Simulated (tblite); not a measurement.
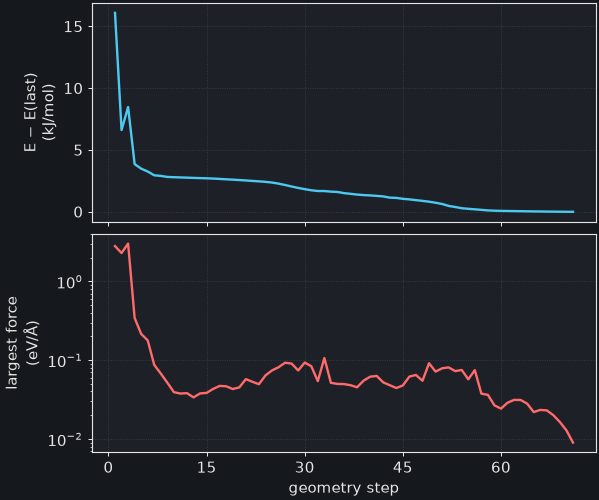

History of a geometry optimisation.

The run: C$_{6}$H$_{7}$N$_{3}$ (SMILES C#Cc1nnn(C)c1C), by GFN2-xTB geometry optimisation, gas phase in tblite 0.8.0.

### How did the optimisation end?

The optimisation met its thresholds at geometry 71, counting the start as the first. The energy fell by about 16 kJ/mol from the first step to the last, with a rise at step 3. The largest force goes from about 2.8 eV/Å at the start to 9 × 10⁻³ eV/Å at the end.
